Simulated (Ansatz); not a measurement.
Start from BP in the zinc blende structure (space group F-43m, No. 216; a = 4.537 Å).

One thing is altered: every lattice vector is stretched by 0.50 %; the atoms relax in the strained cell.

Level of theory: r2SCAN/PAW in Ansatz (a first-principles code), no SOC.

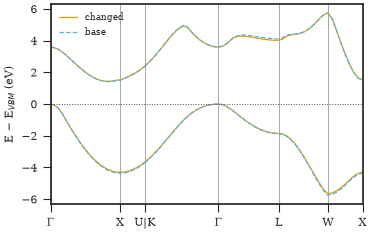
*Highest valence and lowest conduction band along the path, each from its own valence-band maximum*

Question: Read the changed gap and its character from the plot.

Answer: About 1.4 eV, indirect, Γ → Γ–X (83 % along).

Stability against distortions was not tested.
